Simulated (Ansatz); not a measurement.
**Rhodium, omega (AlB2-type) under BLYP: structure, energy and stiffness**

What does BLYP give for rhodium in the omega (AlB2-type) structure? We relax it, solve it on a dense k-mesh, then scale the cell to 7 volumes from 88 to 112 % of the relaxed one and try a fit of the equation of state. Spin polarisation is left out. The k-meshes are 9×9×12 for the relaxation; 11×11×15 for the dense run; 9×9×13 for the volumes.

Program: Ansatz 0.2.0. Level of theory: DFT BLYP, plane waves (420 eV) with PAW, scalar-relativistic; PBE-made PAW files. These are calculated values, not measurements.

### 1 The system as given

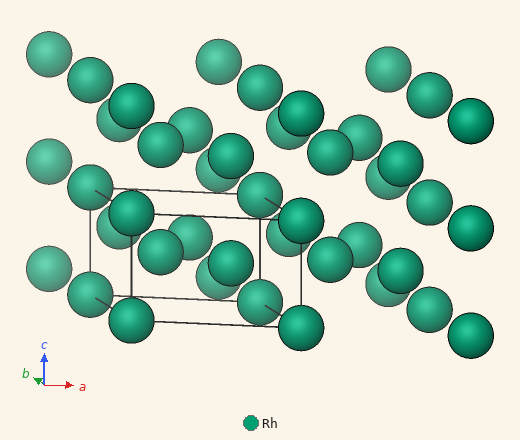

The structure, seen slightly off an axis (rhodium teal). 2×2×2 cells are drawn. Any atoms on the faces are drawn again on the opposite ones.

Structure file:

```cif
data_structure
_symmetry_space_group_name_H-M 'P 1'
_symmetry_Int_Tables_number 1
_cell_length_a 4.2674
_cell_length_b 4.2674
_cell_length_c 2.6159
_cell_angle_alpha 90.000
_cell_angle_beta 90.000
_cell_angle_gamma 120.000
_cell_volume 41.25
loop_
_atom_site_label
_atom_site_type_symbol
_atom_site_fract_x
_atom_site_fract_y
_atom_site_fract_z
_atom_site_occupancy
Rh1 Rh 0.00000 0.00000 0.00000 1
Rh2 Rh 0.33333 0.66667 0.50000 1
Rh3 Rh 0.66667 0.33333 0.50000 1
```

### 2 Relaxation of the cell

Contents of input.yaml:

```yaml
crystal:
  lattice:
    - [4.2673781655, 0.0, 0.0]
    - [-2.1336890828, 3.6956578989, 0.0]
    - [0.0, 0.0, 2.6159028155]
  atoms:
    - { symbol: Rh, position: [0.0, 0.0, 0.0] }
    - { symbol: Rh, position: [0.3333333333, 0.6666666667, 0.5] }
    - { symbol: Rh, position: [0.6666666667, 0.3333333333, 0.5] }
hamiltonian:
  xc: blyp
  pseudopotentials:
    kind: paw
    azcp:
      Rh: "pseudopotentials/Rh.paw.azcp"
basis:
  ecutwfc: 420
  fft_grid_basis: typed
kpoints:
  mp_grid: { grid: [9, 9, 12], shift: [0, 0, 0] }
magnetization:
  spin_polarized: false
scf:
  occupations: { method: fermi_dirac, width: 0.1 }
relax:
  max_steps: 60
  f_tol: 0.01
  cell: {}
```

Output:

```text
Warning: RAYON_NUM_THREADS=2 ignored (pool sized by the plan → 2); use --threads N
Engine: ansatz 0.2.0, x86_64-unknown-linux-gnu
Pseudopotentials: kind: paw
Pseudopotential: Rh, paw, valence charge 17, recommended cutoff 420 eV (normal), <dir>
Functional definition: BLYP
  parameter beta = 0.0042
  parameter a = 0.04918
  parameter b = 0.132
  parameter c = 0.2533
  parameter d = 0.349
  exchange = b88_x(beta = beta)
  correlation = lyp_c(a = a, b = b, c = c, d = d)
Crystal: 3 atoms, lattice volume = 41.255 Å³
Basis set: ecut = 420 eV, 795 PW (Γ), exchange–correlation on 60×60×36 points (8 copies of the dense FFT grid, shifted against one another)
Bands: 31, of which v1, the nominal top of the filled ones, is band 26 counted from 1 (25 counted from 0)
Symmetry: 24 space group operations
Space group: P6/mmm (ITA 191), of the structure as read, at distance tolerance 3.5e-5 Å
k-points: 84 of 972
Non-local potential: Rh, projectors of the file, l = 0: 3, l = 1: 2, l = 2: 2, l = 3: 1
PAW form: soft (Blöchl's): semilocal exchange-correlation on the pseudo side does not see the compensation charge
PAW frozen core: Rh, regenerated for the run's functional, and the local potential with it (the file was generated under x = pbe(κ = 0.804, μ = 0.2195149727645171), c = pbe(β = 0.06672455060314922))
PAW one-centre angular grid: Rh, 590 points (default); XC on 64 Gauss nodes
Initial density: superposition of atomic densities (neutral atoms: chi_scale 0, normalization atom), corrected by the library's trained network
Initial wavefunctions: pseudopotential atomic-orbital guess
Functional: x = b88, c = lyp
SCF iter   1: F=—  HF=-19250.535535 eV  |F-HF|=—  |Δ(HF+E_count)|=         —  Δρ=1.81e-2  dr2=1.11e-1  ethr=1.77e-3  ⟨swp⟩=5.3  Hψ=9257  notcnv=0
preconditioner: auto → none  [metal: Δε(μ)=0.005 eV  Ē_g=6.916 eV  σ=0.100 eV  W_gap=0.01  n_scr=8 (ndim 8)  ℏωp=30.0 eV  f_vac=0.000  D(μ)=5.54/eV (n_scr^D=70)  sad-step TF]
SCF iter   2: F=—  HF=-19250.518048 eV  |F-HF|=—  |Δ(HF+E_count)|=   1.75e-2  Δρ=9.42e-3  dr2=3.29e-2  ethr=2.17e-4  ⟨swp⟩=1.1  Hψ=3284  notcnv=0
SCF iter   3: F=—  HF=-19250.512168 eV  |F-HF|=—  |Δ(HF+E_count)|=   5.88e-3  Δρ=1.20e-3  dr2=3.98e-4  ethr=6.45e-5  ⟨swp⟩=2.0  Hψ=3683  notcnv=0
SCF iter   4: F=—  HF=-19250.512274 eV  |F-HF|=—  |Δ(HF+E_count)|=   1.06e-4  Δρ=8.35e-4  dr2=1.50e-4  ethr=7.81e-7  ⟨swp⟩=2.0  Hψ=4439  notcnv=0
SCF iter   5: F=—  HF=-19250.512238 eV  |F-HF|=—  |Δ(HF+E_count)|=   3.63e-5  Δρ=6.39e-5  dr2=8.42e-7  ethr=2.95e-7  ⟨swp⟩=2.3  Hψ=4357  notcnv=0
SCF iter   6: F=—  HF=-19250.512268 eV  |F-HF|=—  |Δ(HF+E_count)|=   3.08e-5  Δρ=1.04e-5  dr2=2.38e-8  ethr=1.96e-10  ⟨swp⟩=4.1  Hψ=9644  notcnv=0
SCF iter   7: F=-19250.512268 eV  HF=-19250.512268 eV  |F-HF|=1.53e-9  |Δ(HF+E_count)|=   8.65e-9  Δρ=3.13e-6  dr2=2.84e-9  ethr=4.67e-11  ⟨swp⟩=2.0  Hψ=8099  notcnv=0
SCF 1 converged in 7 iterations: F = -19250.512268 eV  dr2 = 2.84e-9
relax step   1: F+E_penalty+E_count = -19250.51226845 eV  Δ(F+E_penalty+E_count) = +0.000e0 eV  max|allowed force component| = 2.139e-17 eV/Å  Δτ_max = 0.0000 Å  P = +27.444 GPa  Ω = 41.255 Å³  (7 SCF iters, dr2 threshold 1.00e-7 eV, accepted)
Crystal: 3 atoms, lattice volume = 47.302 Å³
Basis set: ecut = 420 eV, 939 PW (Γ), exchange–correlation on 60×60×36 points (8 copies of the dense FFT grid, shifted against one another)
Initial density: handed on by an earlier stage of this run
Initial wavefunctions: those handed on with the density
iter 1 solved again at ethr=1.22e-4 eV; its pass at ethr=3.10e-3 eV (dr2=6.22e-2 eV) is discarded
SCF iter   1: F=—  HF=-19250.843971 eV  |F-HF|=—  |Δ(HF+E_count)|=         —  Δρ=1.19e-2  dr2=6.29e-2  ethr=1.22e-4  ⟨swp⟩=1.0  Hψ=11936  notcnv=0
preconditioner: auto → none  [metal: Δε(μ)=0.010 eV  Ē_g=5.882 eV  σ=0.100 eV  W_gap=0.03  n_scr=8 (ndim 8)  ℏωp=28.1 eV  f_vac=0.000  D(μ)=7.04/eV (n_scr^D=112)]
SCF iter   2: F=—  HF=-19250.831719 eV  |F-HF|=—  |Δ(HF+E_count)|=   1.23e-2  Δρ=4.12e-3  dr2=4.16e-3  ethr=1.22e-4  ⟨swp⟩=2.0  Hψ=3669  notcnv=0
SCF iter   3: F=—  HF=-19250.831776 eV  |F-HF|=—  |Δ(HF+E_count)|=   5.65e-5  Δρ=1.41e-3  dr2=5.61e-4  ethr=8.16e-6  ⟨swp⟩=1.0  Hψ=2604  notcnv=0
SCF iter   4: F=—  HF=-19250.831829 eV  |F-HF|=—  |Δ(HF+E_count)|=   5.31e-5  Δρ=1.55e-4  dr2=7.71e-6  ethr=1.10e-6  ⟨swp⟩=2.2  Hψ=3758  notcnv=0
SCF iter   5: F=—  HF=-19250.831770 eV  |F-HF|=—  |Δ(HF+E_count)|=   5.85e-5  Δρ=5.11e-5  dr2=5.67e-7  ethr=1.51e-8  ⟨swp⟩=1.8  Hψ=4106  notcnv=0
SCF iter   6: F=-19250.831771 eV  HF=-19250.831771 eV  |F-HF|=2.70e-8  |Δ(HF+E_count)|=   2.79e-7  Δρ=1.48e-5  dr2=4.45e-8  ethr=5.88e-10  ⟨swp⟩=4.0  Hψ=8433  notcnv=0
SCF 2 converged in 6 iterations: F = -19250.831771 eV  dr2 = 4.45e-8
relax step   2: F+E_penalty+E_count = -19250.83177056 eV  Δ(F+E_penalty+E_count) = -3.195e-1 eV  max|allowed force component| = 2.843e-17 eV/Å  Δτ_max = 0.0000 Å  P = -5.875 GPa  Ω = 47.302 Å³  energy of the carried Pulay correction = -3.665e-3 eV  (6 SCF iters, dr2 threshold 3.00e-7 eV, accepted)
Crystal: 3 atoms, lattice volume = 46.110 Å³
iter 1 solved again at ethr=5.97e-6 eV; its pass at ethr=3.10e-3 eV (dr2=3.04e-3 eV) is discarded
SCF iter   1: F=—  HF=-19250.859978 eV  |F-HF|=—  |Δ(HF+E_count)|=         —  Δρ=2.39e-3  dr2=2.47e-3  ethr=5.97e-6  ⟨swp⟩=1.0  Hψ=11542  notcnv=0
preconditioner: auto → none  [metal: Δε(μ)=0.010 eV  Ē_g=6.065 eV  σ=0.100 eV  W_gap=0.03  n_scr=8 (ndim 8)  ℏωp=28.4 eV  f_vac=0.000  D(μ)=6.59/eV (n_scr^D=112)]
SCF iter   2: F=—  HF=-19250.859413 eV  |F-HF|=—  |Δ(HF+E_count)|=   5.65e-4  Δρ=7.65e-4  dr2=1.30e-4  ethr=4.85e-6  ⟨swp⟩=2.0  Hψ=3600  notcnv=0
SCF iter   3: F=—  HF=-19250.859367 eV  |F-HF|=—  |Δ(HF+E_count)|=   4.60e-5  Δρ=2.76e-4  dr2=1.82e-5  ethr=2.54e-7  ⟨swp⟩=1.0  Hψ=2604  notcnv=0
iter 4 did not close the SCF: its close was put off for the readings that it lacked (scf_convergence_deferred on its scf_iter line)
SCF iter   4: F=-19250.859368 eV  HF=-19250.859368 eV  |F-HF|=1.10e-7  |Δ(HF+E_count)|=   8.70e-7  Δρ=2.67e-5  dr2=2.25e-7  ethr=3.56e-8  ⟨swp⟩=2.1  Hψ=4574  notcnv=0
iter 5 did not close the SCF: its close was put off for the readings that it lacked (scf_convergence_deferred on its scf_iter line)
SCF iter   5: F=-19250.859368 eV  HF=-19250.859368 eV  |F-HF|=3.60e-10  |Δ(HF+E_count)|=   5.11e-8  Δρ=8.03e-6  dr2=1.27e-8  ethr=4.41e-10  ⟨swp⟩=1.1  Hψ=2633  notcnv=0
SCF iter   6: F=-19250.859368 eV  HF=-19250.859368 eV  |F-HF|=6.26e-10  |Δ(HF+E_count)|=   7.02e-9  Δρ=2.45e-6  dr2=1.06e-9  ethr=2.49e-11  ⟨swp⟩=1.9  Hψ=7956  notcnv=0
SCF 3 converged in 6 iterations: F = -19250.859368 eV  dr2 = 1.06e-9
relax step   3: F+E_penalty+E_count = -19250.85936829 eV  Δ(F+E_penalty+E_count) = -2.760e-2 eV  max|allowed force component| = 3.681e-17 eV/Å  Δτ_max = 0.0000 Å  P = -1.241 GPa  Ω = 46.110 Å³  energy of the carried Pulay correction = -2.983e-3 eV  (6 SCF iters, dr2 threshold 3.00e-7 eV, accepted)
[... 13 lines left out ...]
relax step   4: F+E_penalty+E_count = -19250.86067719 eV  Δ(F+E_penalty+E_count) = -1.309e-3 eV  max|allowed force component| = 9.348e-18 eV/Å  Δτ_max = 0.0000 Å  P = +0.085 GPa  Ω = 45.801 Å³  energy of the carried Pulay correction = -2.802e-3 eV  (6 SCF iters, dr2 threshold 3.00e-7 eV, accepted)
[... 15 lines left out ...]
relax step   5: F+E_penalty+E_count = -19250.86067109 eV  Δ(F+E_penalty+E_count) = +6.097e-6 eV  max|allowed force component| = 1.532e-17 eV/Å  Δτ_max = 0.0000 Å  P = -0.001 GPa  Ω = 45.820 Å³  energy of the carried Pulay correction = -2.814e-3 eV  (7 SCF iters, dr2 threshold 2.22e-8 eV, accepted)
[... 11 lines left out ...]
relax step   6: F+E_penalty+E_count = -19250.86434935 eV  Δ(F+E_penalty+E_count) = -3.678e-3 eV  max|allowed force component| = 1.436e-17 eV/Å  Δτ_max = 0.0000 Å  P = +0.092 GPa  Ω = 45.820 Å³  stress off target by 1.09e-1 GPa  SCF on the basis re-selected at this cell (its energy is not comparable with the rows above)  (7 SCF iters)
[... 16 lines left out ...]
relax step   7: F+E_penalty+E_count = -19250.86434482 eV  Δ(F+E_penalty+E_count) = +4.532e-6 eV  max|allowed force component| = 9.445e-18 eV/Å  Δτ_max = 0.0000 Å  P = +0.002 GPa  Ω = 45.841 Å³  energy of the carried Pulay correction = -1.102e-5 eV  (7 SCF iters, dr2 threshold 2.96e-8 eV, accepted)
iter 1 solved again at ethr=3.82e-8 eV; its pass at ethr=3.10e-3 eV (dr2=1.95e-5 eV) is discarded
SCF iter   1: F=—  HF=-19250.864338 eV  |F-HF|=—  |Δ(HF+E_count)|=         —  Δρ=1.91e-6  dr2=7.62e-10  ethr=3.82e-8  ⟨swp⟩=3.1  Hψ=15696  notcnv=0
eigensolver tolerance schedule: the retry pair's looser diagonalisation over-reported the residual by 25571.12 of it (diagonalisation noise at 0.46 of the residual, at the tolerance the schedule requests for it); recorded, not acted on — ethr = c·dr2/N_el stays at c = 1.0e-1
SCF iter   2: F=—  HF=-19250.864352 eV  |F-HF|=—  |Δ(HF+E_count)|=   1.39e-5  Δρ=1.17e-6  dr2=3.71e-10  ethr=1.49e-12  ⟨swp⟩=3.3  Hψ=7069  notcnv=0
SCF iter   3: F=—  HF=-19250.864352 eV  |F-HF|=—  |Δ(HF+E_count)|=  7.28e-12  Δρ=6.70e-7  dr2=9.65e-11  ethr=1.00e-12  ⟨swp⟩=1.0  Hψ=2604  notcnv=0
iter 4 did not close the SCF: its close was put off for the readings that it lacked (scf_convergence_deferred on its scf_iter line)
SCF iter   4: F=-19250.864352 eV  HF=-19250.864352 eV  |F-HF|=0.00e0  |Δ(HF+E_count)|=  4.37e-11  Δρ=2.91e-7  dr2=1.83e-11  ethr=1.00e-12  ⟨swp⟩=1.0  Hψ=2604  notcnv=0
iter 5 did not close the SCF: its close was put off for the readings that it lacked (scf_convergence_deferred on its scf_iter line)
SCF iter   5: F=-19250.864352 eV  HF=-19250.864352 eV  |F-HF|=3.64e-12  |Δ(HF+E_count)|=  1.09e-11  Δρ=8.31e-8  dr2=1.37e-12  ethr=1.00e-12  ⟨swp⟩=1.0  Hψ=2604  notcnv=0
iter 6 did not close the SCF: its close was put off for the readings that it lacked (scf_convergence_deferred on its scf_iter line)
SCF iter   6: F=-19250.864352 eV  HF=-19250.864352 eV  |F-HF|=7.28e-12  |Δ(HF+E_count)|=  3.64e-12  Δρ=4.51e-8  dr2=4.61e-13  ethr=1.00e-12  ⟨swp⟩=1.0  Hψ=2604  notcnv=0
iter 7 did not close the SCF: its close was put off for the readings that it lacked (scf_convergence_deferred on its scf_iter line)
SCF iter   7: F=-19250.864352 eV  HF=-19250.864352 eV  |F-HF|=0.00e0  |Δ(HF+E_count)|=  3.64e-12  Δρ=2.69e-8  dr2=1.52e-13  ethr=1.00e-12  ⟨swp⟩=1.0  Hψ=2604  notcnv=0
SCF iter   8: F=-19250.864352 eV  HF=-19250.864352 eV  |F-HF|=3.64e-12  |Δ(HF+E_count)|=    0.00e0  Δρ=7.84e-9  dr2=1.36e-14  ethr=1.00e-12  ⟨swp⟩=2.1  Hψ=7706  notcnv=0
SCF 8 converged in 8 iterations: F = -19250.864352 eV  dr2 = 1.36e-14
relax step   8: F+E_penalty+E_count = -19250.86435182 eV  Δ(F+E_penalty+E_count) = -7.003e-6 eV  max|allowed force component| = 1.099e-17 eV/Å  Δτ_max = 0.0000 Å  P = +0.002 GPa  Ω = 45.841 Å³  stress off target by 2.76e-3 GPa  SCF on the basis re-selected at this cell (its energy is not comparable with the rows above)  (8 SCF iters)
basis re-selected at this cell: Δ(F+E_penalty+E_count) = -7.003e-6 eV, ΔP = -0.000 GPa vs the last step (what re-selecting the basis moved, of the pressure what is left beyond the Pulay correction that the steps carried, after the strain that the cell walked since its last selection, with what the two solves' SCF thresholds leave and, on support functions, any second-order correction that the steps lacked; it is no measure of the basis error at this ecutwfc). This SCF's stress stands 2.76e-3 GPa from its target on what of the cell is left free (relax.cell.stress_tol is 5.00e-2 GPa) and its largest allowed force component is 1.10e-17 eV/Å (relax.f_tol is 1.00e-2 eV/Å): within both
SCF converged after 8 iterations
Free energy (F): -19250.864352 eV
Harris-Foulkes:  -19250.864352 eV  (|F-HF|=3.64e-12)
Internal energy: -19250.651105 eV  (E = F + TS)
E sigma→0 (E₀):  -19250.757729 eV
Entropy (-TS):   -0.213247 eV (-71.082 meV/atom)
Fermi energy:    20.033888 eV
--- Per-component energies (eV) ---
  E_band       = -354.335297
  E_kinetic    = 1717.453263
  E_local      = -5118.318208  (includes V_loc(G=0)·N_el)
  E_nonlocal   = 1066.836732
  E_hartree    = 1805.050249
  E_xc         = -653.975168
  E_vxc        = -818.512813  (∫ρ·V_xc dr)
  E_paw        = -10814.892101  (= ΣΔE_a)
  E_vpaw       = -811.897244  (= ΣTr[D̂ρ^β])
  E_aug_tail   = 0.002482  (compensation charges beyond the density's cutoff)
  E_ewald      = -7253.072568
  E_core_change = 0.264214  (= ΣΔE_core)
  E_smearing   = -0.213247  (= −TS)
  E_closure    = -0.000000  (closes the sum)
  Σ components = -19250.864352   (vs F -19250.864352, Δ=0.00e0)
--- Forces (eV/Å), atoms counted from 1 ---
  atom   1  Rh    -0.00000000     0.00000000     0.00000000
  atom   2  Rh     0.00000000     0.00000000     0.00000000
  atom   3  Rh    -0.00000000    -0.00000000     0.00000000
  max |Σ_I F_I| component: 1.16e-18 eV/Å
--- Stress (GPa, compression-positive) ---
        0.001364      -0.000000       0.000000
       -0.000000       0.001364       0.000000
        0.000000       0.000000       0.002759
  P = ⅓ Tr σ = 0.0018 GPa (0.018 kbar)
--- Relaxed structure (6 steps of the walk, 6 accepted, 2 SCFs on fresh bases) ---
  F+E_penalty+E_count = -19250.86435182 eV   max|allowed force component| = 1.099e-17 eV/Å   (the final SCF, on the basis selected at the relaxed cell)
  cell:  # Å, volume = 45.8412 Å³
    - [4.416979067041889, 2.987952110990944e-11, 0.0]
    - [-2.2084895335468206, 3.825216080027425, 0.0]
    - [0.0, 0.0, 2.713158197593344]
  atoms:
    - { symbol: Rh, position: [3.222216461892436e-34, 2.6520340721667696e-36, 0.0] }
    - { symbol: Rh, position: [0.33333333333333326, 0.6666666666666667, 0.49999999999999994] }
    - { symbol: Rh, position: [0.6666666666666667, 0.33333333333333337, 0.49999999999999994] }
```

Run time: 10 s. Hardware: 2 threads of an x86-64 CPU, shared host; peak memory 0.45 GiB.

The walk, from the log:

| step | energy change (meV/atom) | largest force (eV/Å) | pressure (GPa) | volume (Å³/atom) |
| --- | --- | --- | --- | --- |
| 1 | 0.00 | 0.0000 | 27.44 | 13.752 |
| 2 | -106.50 | 0.0000 | -5.88 | 15.767 |
| 3 | -115.70 | 0.0000 | -1.24 | 15.370 |
| 4 | -116.14 | 0.0000 | 0.08 | 15.267 |
| 5 | -116.13 | 0.0000 | 0.00 | 15.273 |
| 6 | -117.36 | 0.0000 | 0.09 | 15.273 |
| 7 | -117.36 | 0.0000 | 0.00 | 15.280 |
| 8 | -117.36 | 0.0000 | 0.00 | 15.280 |

Steps that repeat a cell are solved on a basis chosen anew, so their changes of energy are no gain of the relaxation.

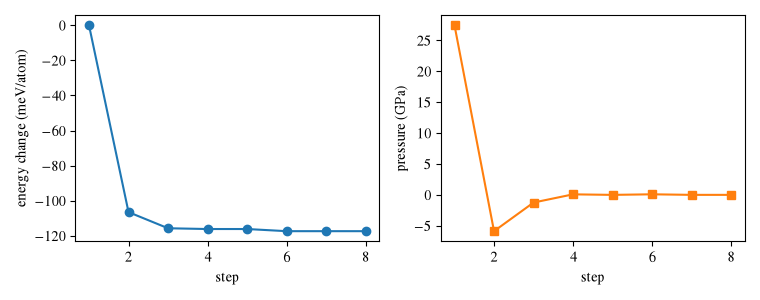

Energy and pressure over the accepted steps.

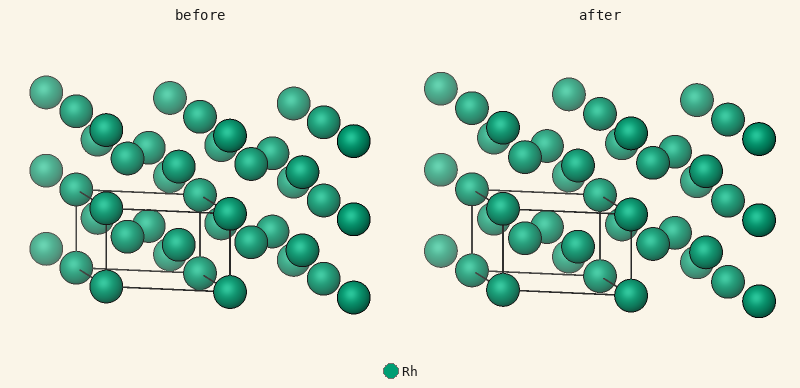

Start and end of the relaxation side by side. The cells drawn are those of the first picture.

Changes in the cell that was computed:

|  | before | after | change |
| --- | --- | --- | --- |
| a (Å) | 4.267 | 4.417 | +3.5 % |
| b (Å) | 4.267 | 4.417 | +3.5 % |
| c (Å) | 2.616 | 2.713 | +3.7 % |
| volume (Å³/atom) | 13.752 | 15.280 | +11.1 % |
| shortest distance (Å) | 2.464 | 2.550 | +3.5 % |
| space group (spins left aside) | P6/mmm | P6/mmm | same |

### 3 The energy on a finer k-mesh

Contents of input.yaml:

```yaml
crystal:
  lattice:
    - [4.416979067, 0.0, 0.0]
    - [-2.2084895335, 3.82521608, 0.0]
    - [0.0, 0.0, 2.7131581976]
  atoms:
    - { symbol: Rh, position: [0.0, 0.0, 0.0] }
    - { symbol: Rh, position: [0.3333333333, 0.6666666667, 0.5] }
    - { symbol: Rh, position: [0.6666666667, 0.3333333333, 0.5] }
hamiltonian:
  xc: blyp
  pseudopotentials:
    kind: paw
    azcp:
      Rh: "pseudopotentials/Rh.paw.azcp"
basis:
  ecutwfc: 420
  fft_grid_basis: typed
kpoints:
  mp_grid: { grid: [11, 11, 15], shift: [0, 0, 0] }
magnetization:
  spin_polarized: false
scf:
  occupations: { method: fermi_dirac, width: 0.1 }
```

Output, shortened:

```text
Warning: RAYON_NUM_THREADS=2 ignored (pool sized by the plan → 2); use --threads N
[...]
[... 3 set-up lines as earlier in the session ...]
[...]
Crystal: 3 atoms, lattice volume = 45.841 Å³
Basis set: ecut = 420 eV, 915 PW (Γ), exchange–correlation on 60×60×40 points (8 copies of the dense FFT grid, shifted against one another)
Bands: 31, of which v1, the nominal top of the filled ones, is band 26 counted from 1 (25 counted from 0)
[... 1 set-up line as earlier in the session ...]
Space group: P6/mmm (ITA 191), of the structure as read, at distance tolerance 3.6e-5 Å
k-points: 128 of 1815
[...]
SCF iter   1: F=—  HF=-19250.885319 eV  |F-HF|=—  |Δ(HF+E_count)|=         —  Δρ=1.61e-2  dr2=1.12e-1  ethr=1.77e-3  ⟨swp⟩=5.1  Hψ=13306  notcnv=0
[...]
SCF iter   7: F=-19250.866068 eV  HF=-19250.866068 eV  |F-HF|=6.55e-10  |Δ(HF+E_count)|=   1.90e-8  Δρ=2.37e-6  dr2=1.74e-9  ethr=1.70e-11  ⟨swp⟩=1.0  Hψ=11699  notcnv=0
[...]
SCF converged after 7 iterations
Free energy (F): -19250.866068 eV
[...]
E sigma→0 (E₀):  -19250.760085 eV
Entropy (-TS):   -0.211966 eV (-70.655 meV/atom)
Fermi energy:    20.034175 eV
[...]
```

Wall time 2.1 s (2 threads of an x86-64 CPU, shared host); peak memory 0.46 GiB.

### 4 The cell scaled to 88 % of its volume

Changes to input.yaml since step 3:

```diff
@@ -2,5 +2,5 @@
   lattice:
-    - [4.416979067, 0.0, 0.0]
-    - [-2.2084895335, 3.82521608, 0.0]
-    - [0.0, 0.0, 2.7131581976]
+    - [4.232720242, 0.0, 0.0]
+    - [-2.116360121, 3.6656432567, 0.0]
+    - [0.0, 0.0, 2.5999760127]
   atoms:
@@ -19,3 +19,3 @@
 kpoints:
-  mp_grid: { grid: [11, 11, 15], shift: [0, 0, 0] }
+  mp_grid: { grid: [9, 9, 13], shift: [0, 0, 0] }
 magnetization:
@@ -24 +24,4 @@
   occupations: { method: fermi_dirac, width: 0.1 }
+  lower_state_search: "off"
+output:
+  stress: true
```

Output, shortened:

```text
Warning: RAYON_NUM_THREADS=2 ignored (pool sized by the plan → 2); use --threads N
[...]
[... 3 set-up lines as earlier in the session ...]
[...]
Crystal: 3 atoms, lattice volume = 40.340 Å³
Basis set: ecut = 420 eV, 783 PW (Γ), exchange–correlation on 60×60×36 points (8 copies of the dense FFT grid, shifted against one another)
Bands: 31, of which v1, the nominal top of the filled ones, is band 26 counted from 1 (25 counted from 0)
[... 1 set-up line as earlier in the session ...]
Space group: P6/mmm (ITA 191), of the structure as read, at distance tolerance 3.4e-5 Å
k-points: 84 of 1053
[...]
SCF iter   1: F=—  HF=-19250.368683 eV  |F-HF|=—  |Δ(HF+E_count)|=         —  Δρ=1.87e-2  dr2=1.14e-1  ethr=1.77e-3  ⟨swp⟩=5.4  Hψ=9403  notcnv=0
[...]
SCF iter   7: F=-19250.344024 eV  HF=-19250.344024 eV  |F-HF|=1.04e-9  |Δ(HF+E_count)|=   2.75e-9  Δρ=3.29e-6  dr2=2.30e-9  ethr=7.03e-11  ⟨swp⟩=2.0  Hψ=8412  notcnv=0
[...]
SCF converged after 7 iterations
Free energy (F): -19250.344024 eV
[...]
E sigma→0 (E₀):  -19250.259866 eV
Entropy (-TS):   -0.168317 eV (-56.106 meV/atom)
Fermi energy:    23.586095 eV
[...]
--- Stress (GPa, compression-positive) ---
       36.490302      -0.000000       0.000000
       -0.000000      36.490302       0.000000
        0.000000       0.000000      32.691033
  P = ⅓ Tr σ = 35.2239 GPa (352.239 kbar)
```

Run time: 1.6 s. Hardware: 2 threads of an x86-64 CPU, shared host; peak memory 0.43 GiB.

[end of part 1 of 2]
